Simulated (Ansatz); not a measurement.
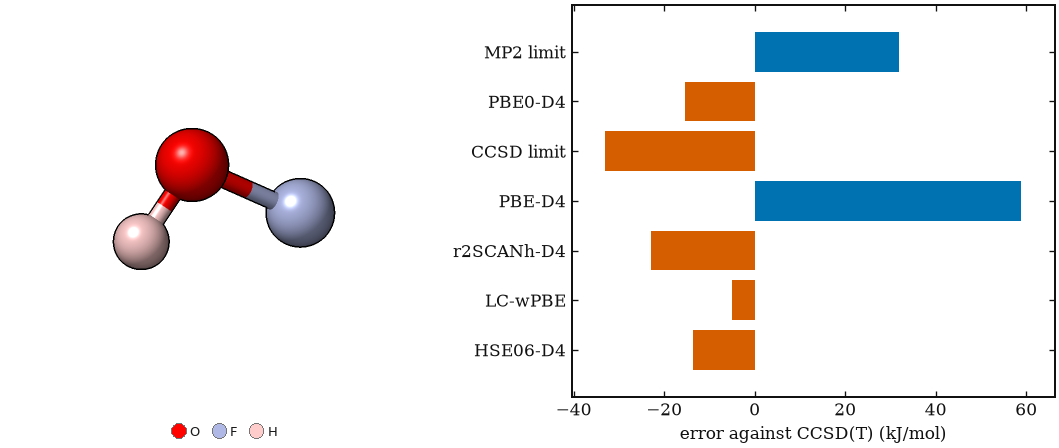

Error in the electronic atomisation energy (method less reference, so positive means overbinding) of HOF, SMILES OF: functionals in def2-TZVPP against frozen-core CCSD(T) at the limit (scheme: direct), which gives 660.2 kJ/mol, at a PBE0-D4/def2-TZVP geometry (a minimum by its frequencies), no zero-point or spin-orbit term, the Ansatz code. The reference leaves out core correlation, a term that grows with the number of heavy atoms. No dispersion term is added to LC-wPBE. Limit means the basis limit.

### Which of these levels overbind, and which underbind?

Overbind: MP2 limit and PBE-D4. Underbind: PBE0-D4, CCSD limit, r2SCANh-D4 and HSE06-D4. Within 10 kJ/mol of zero, too close to call in view of what the reference leaves out: LC-wPBE.

### What range do the values span?

From −33.1 kJ/mol (CCSD limit) to 58.9 kJ/mol (PBE-D4).
